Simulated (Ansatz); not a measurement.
# FGa: the cost of one run

The runs use Ansatz 0.2.0, Gaussian basis; PBE0-D4/def2-TZVP structures, single points in def2-TZVPP, no counterpoise correction.

Levels: SPW92, PBE-D4, BLYP-D4, r2SCAN-D4, B97M-V, PBE0-D4, B3LYP-D4, r2SCAN0-D4, BHLYP-D4, CAM-B3LYP-D4, wB97X-V, wB97M-V, B2PLYP, PBE-QIDH, RPA on PBE, Hartree-Fock, MP2, CCSD, CCSD(T).

Correlated methods freeze the cores. Filled d shells of the heavier atoms are correlated. B3LYP uses VWN-RPA correlation. B2PLYP carries no dispersion term here.

95 further runs of the same task are left out: 1 that didn't finish, 94 set aside as unsound or not needed.

## (1) The starting structure

The complex: 4 atoms, charge 0, spin multiplicity 1.

Atoms are counted from 1 here; the program's logs count them from 0.

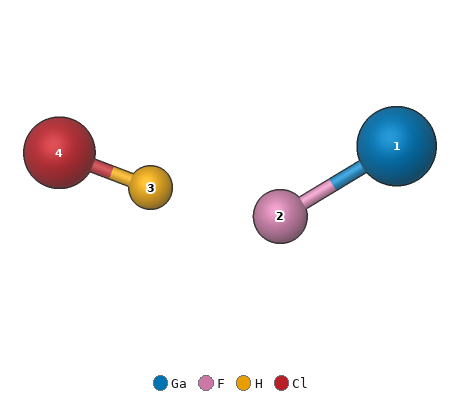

As it starts; gallium blue, fluorine pink, hydrogen amber, chlorine red; atoms are numbered from 1 in the order of the file.

Coordinates:

```mol
ClFGaH
  3D, bonds by distance, orders not assigned

  4  2  0  0  0  0  0  0  0  0999 V2000
   -1.3426   -1.6098   -1.0937 Ga  0  0
   -0.2442   -0.1790   -0.9010 F   0  0
    0.5454    0.6536    0.4477 H   0  0
    1.0413    1.1353    1.5471 Cl  0  0
  1  2  8  0
  3  4  8  0
M  END
```

Its parts: GaF holds atoms 1, 2; HCl holds atoms 3, 4. Each part counts its atoms afresh in its own runs.

## (2) Relaxing GaF alone

Input file relax-a/in.yaml:

```yaml
crystal:
  periodic: [false, false, false]
  atoms:
    - {symbol: Ga, position_ang: [-1.342558, -1.609843, -1.093677]}
    - {symbol: F, position_ang: [-0.244213, -0.179028, -0.900977]}
basis:
  gaussian: {orbitals: def2-TZVP}
hamiltonian: {xc: pbe0, dispersion: d4}
relax: {f_tol: 0.005, max_steps: 200}
```

Started as:

```sh
ansatz run in.yaml --threads 2 --pin off --events-out ev --progress --plain --max-ram 4352MiB
```

**Question.** How long does this run take on 2 threads of Arm Neoverse V1, shared host?

About 2.6 s.
